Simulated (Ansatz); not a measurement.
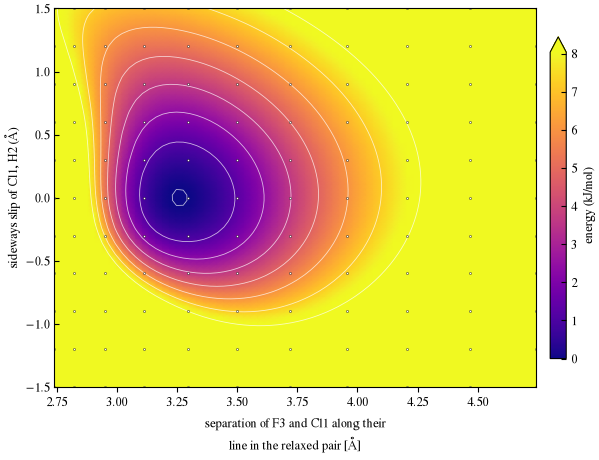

The pair ClH···CH₂F₂. First axis: separation of F3 and Cl1 along their line in the relaxed pair. Second axis: sideways slip of Cl1, H2. Nothing is relaxed (both partners rigid). The scan uses an 11 × 11 grid. Points are written as (first, second). All energies are given in kJ/mol relative to the lowest grid point. Method: RKS B3LYP-D4/def2-SVPD in Ansatz.

Drawn: a smooth colour map with a few white contour lines, dots at the grid points, one colour for all values above the top of the scale. Between grid points the surface is interpolated.

Q: Where is the minimum, and how stiff is the well along each coordinate?

A: The interpolated minimum is at the first coordinate ≈ 3.262 Å, sideways slip of Cl1, H2 ≈ 0.00 Å. The curvatures there are about 0.69 eV/Å² and 0.18 eV/Å², with a cross term of about 0.02 eV/Å². Round the minimum the two coordinates are nearly uncoupled. (1 eV is 96.5 kJ/mol.)
